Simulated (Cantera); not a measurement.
Input: 1 mol Nb, 8.6 mol H2O, 72 mol H2, a varied amount of O2, at 1702 °C and 100 Pa.

Method: chemical equilibrium by Gibbs-energy minimisation in Cantera with the NASA 1993 tables (ideal gas, pure condensed phases). Candidate condensed phases: H2O, Nb, NbO, NbO2, Nb2O5; 12 gas species. Condensed phases not in the tables: the oxides between NbO2 and Nb2O5. Kinetics and transport are ignored.

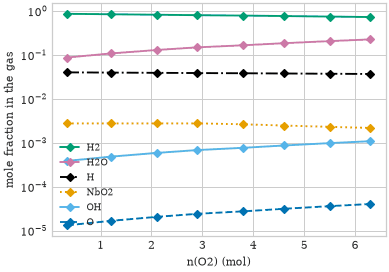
Fig. 1. Equilibrium gas composition (values under 1e-9 drawn at 1e-9)

From 0.34 mol O2 to 2.9 mol O2 the condensed part is NbO2(s). From 3.8 mol O2 to 6.3 mol O2 the condensed part is Nb2O5(l). The main Nb-bearing gas is NbO2 throughout.
